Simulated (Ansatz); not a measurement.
```cif
data_structure
_symmetry_space_group_name_H-M 'P 1'
_symmetry_Int_Tables_number 1
_cell_length_a 5.2629
_cell_length_b 5.2629
_cell_length_c 5.4880
_cell_angle_alpha 90.000
_cell_angle_beta 90.000
_cell_angle_gamma 90.000
_cell_volume 152.01
loop_
_atom_site_label
_atom_site_type_symbol
_atom_site_fract_x
_atom_site_fract_y
_atom_site_fract_z
_atom_site_occupancy
Hg1 Hg 0.50000 0.00000 0.00000 1
Hg2 Hg 0.00000 0.50000 0.00000 1
S1 S 0.00000 0.00000 0.00000 1
```

Space group P4/mmm; a structure generated by program, which may or may not match a known phase.

Theory: Ansatz 0.2.0, DFT PBE, scalar-relativistic, plane waves, PAW.

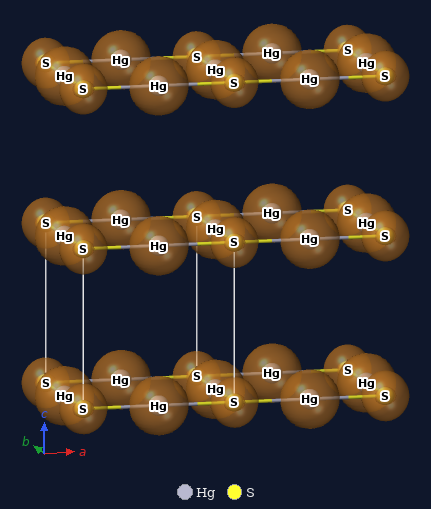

Hg2S. Isosurface of the valence charge density (pseudo) at 0.8 e/Å³ (orange), seen slightly off an axis. Sticks mark near contacts.

The density is the valence pseudo-density of a PAW calculation; it isn't the true density close to the nuclei.

**What does this surface tell about the bonding?**

At this value the density breaks into separate islands; it holds about 75 % of the electrons treated as valence (semicore included). It bridges none of the near contacts. It is pinched off along the shortest Hg–S (2.63 Å) contacts. On the grid the lowest density along these lines, outside the cores, is 0.4 e/Å³ (Hg–S, 2.63 Å).
